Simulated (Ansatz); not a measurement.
K$_{2}$MnOsC$_{6}$N$_{6}$, 64 atoms, a = 10.27 Å, b = 10.27 Å, c = 10.27 Å, α = 90.00°, β = 90.00°, γ = 90.00°.

Space group Fm-3m; a structure generated by program, which may or may not match a known phase; spin-polarised.

Computed with Ansatz, DFT PBE, scalar-relativistic, plane waves, PAW.

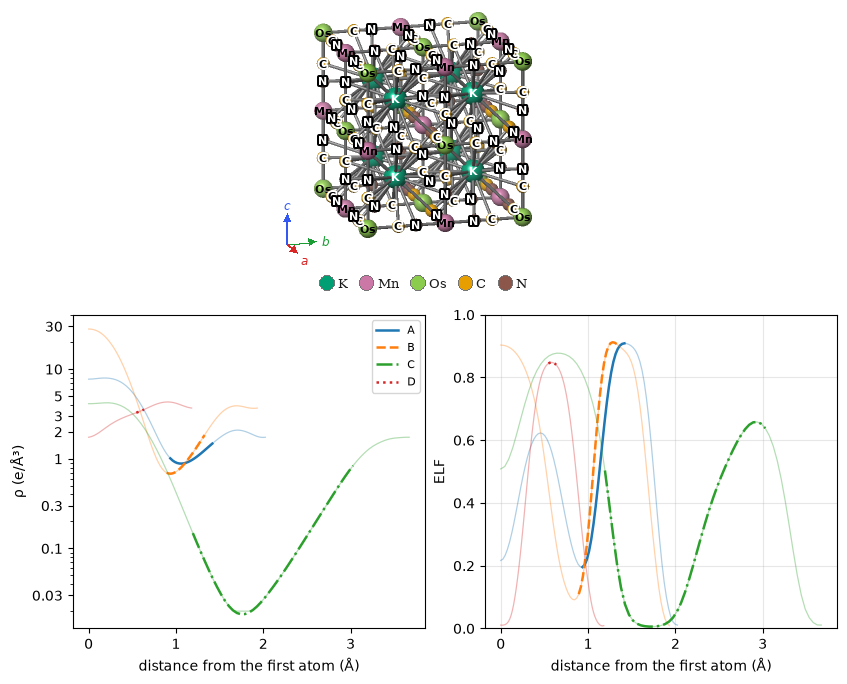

K$_{2}$MnOsC$_{6}$N$_{6}$. Valence pseudo-density and ELF along straight lines between neighbouring atoms. Thin, pale parts lie inside the atomic spheres. The structure is drawn too.

Core electrons are frozen (PAW), and the valence fields are smoothed inside the atomic spheres.

Which curve belongs to which contact (C–N, K–C, Mn–N and Os–C)? The first atom named is at distance zero.

Curve A: Os–C (2.02 Å): ρ at the midpoint is about 0.9 e/Å³; the ELF peaks at about 0.90 in the valence shell of C, 0.6 Å from its nucleus, and is about 0.25 at the midpoint. Curve B: Mn–N (1.93 Å): ρ is about 0.69 e/Å³ halfway; the ELF peaks at about 0.90 in the valence shell of N, 0.7 Å from its nucleus, and is about 0.20 at the midpoint; no localised pair shows between them. Curve C: K–C (3.67 Å): the density is about 0.02 e/Å³ at the midpoint; the ELF is about 0 at the midpoint; no shared electron pair shows on this line. Curve D: C–N (1.18 Å): the density is about 3.4 e/Å³ at the midpoint; the ELF peaks at about 0.85 between the atoms.
